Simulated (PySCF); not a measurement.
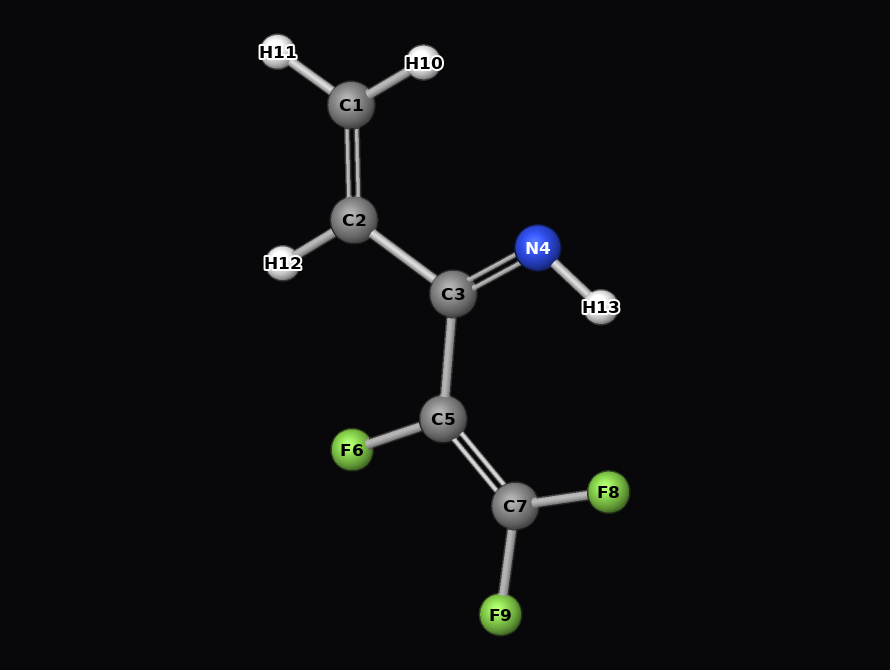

The questions are on isotropic NMR shieldings of the F atoms. Computed geometry: PBE0-D3(BJ)/def2-SVP optimisation. No frequency run is at hand to confirm it as a minimum. Method: GIAO PBE0/pcSseg-1 NMR shielding, non-relativistic, IEF-PCM benzene (PySCF 2.14.0).

Give the isotropic NMR shieldings of the F atoms atom by atom.

| atom | σ (ppm) |
| --- | --- |
| F6 | 376.7 |
| F8 | 286.9 |
| F9 | 263.9 |
